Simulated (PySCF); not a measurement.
CH$_{6}$Si, SMILES `C[SiH3]`.

Computed with PySCF, CAM-B3LYP/def2-SVPD, geometry: GFN2-xTB. No frequency check shows the geometry to be a minimum.

Input script:

```python
import numpy as np
from pyscf import gto, scf, dft
from pyscf.scf import atom_ks, atom_hf
from scipy.linalg import block_diag

def solve(mol, dm0=None, hcore=None):
    mf = (dft.UKS if mol.spin else dft.RKS)(mol, xc='camb3lyp')
    mf.grids.level = 3
    mf = mf.density_fit(auxbasis='def2-universal-jkfit')
    mf.conv_tol, mf.max_cycle = 1e-8, 80
    if hcore is not None:
        mf.get_hcore = lambda *args: hcore
    mf.kernel(dm0)
    if not mf.converged:
        mf = mf.newton().run(mf.mo_coeff, mf.mo_occ, max_cycle=30)
    assert mf.converged, 'SCF not converged'
    return mf

mol = gto.M(atom='''
C     -1.25032    -0.00005     0.00000
Si     0.64515     0.00000     0.00000
H     -1.64523    -0.10967     1.00638
H     -1.64518     0.92654    -0.40813
H     -1.64525    -0.81657    -0.59826
H      1.13516     0.15357    -1.37176
H      1.13519     1.11118     0.81890
H      1.13510    -1.26479     0.55288
''', basis='def2-svpd', charge=0, spin=0, verbose=4)
mf = solve(mol)
out = dict(e0=mf.e_tot, dm0=mf.make_rdm1(), c=mf.mo_coeff, occ=mf.mo_occ, eps=mf.mo_energy)
for name, dq, spin in [('cation', 1, 1), ('anion', -1, 1)]:
    ion = mol.copy().set(charge=mol.charge + dq, spin=spin).build()
    mi = solve(ion)
    if spin and dq > 0 and mol.nao < 130:
        c, _, stable, _ = mi.stability(return_status=True)
        if not stable:
            mi = solve(ion, mi.make_rdm1(c, mi.mo_occ))
    print(name, 'vertical energy change / eV', (mi.e_tot - mf.e_tot) * 27.211386)
    out.update({'e_' + name: mi.e_tot, 'dm_' + name: mi.make_rdm1(), 's2_' + name: mi.spin_square()[0], 'eps_' + name: mi.mo_energy, 'occ_' + name: mi.mo_occ})
# spherically averaged free atoms, for the promolecule
atm = atom_ks.get_atm_nrks(mol, xc='camb3lyp')
pro = block_diag(*[(atm[a[0]][2] * atm[a[0]][3]) @ atm[a[0]][2].T for a in mol._atom])
np.savez('result.npz', pro=pro, **out)
```

Command:

```sh
OMP_NUM_THREADS=1 python input.py
```

The run took 56 s on 1 thread of Intel(R) Xeon(R) Platinum 8488C (Sapphire Rapids), with other jobs on the host, peak memory 0.49 GiB.

Partitions, critical points and surface values were worked out afterwards from this run's density.

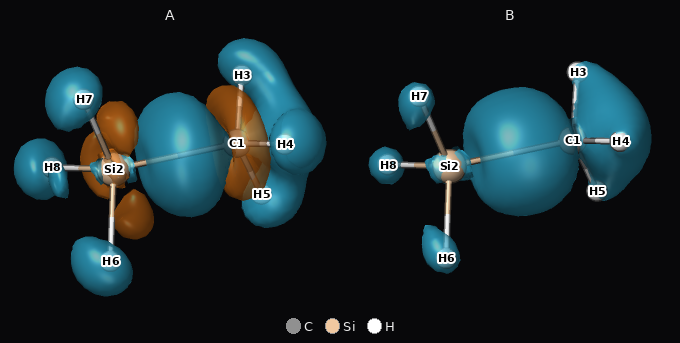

The Fukui function f⁻ from two separate SCF calculations and the density of the HOMO, at ±0.04 e/Å³ (light blue positive, orange negative).

### Which panel is which, and how good is the frozen-orbital picture?

A is f⁻ (it has negative regions), B the HOMO density. The HOMO lies on C1 (43 %) and Si2 (30 %); f⁻ (Hirshfeld-condensed) is largest on C1 (0.23) and Si2 (0.23); the vertical ionisation energy is 11.62 eV. Relaxation shifts 27 % of the electron between atoms. The orbital energy is −10.54 eV.
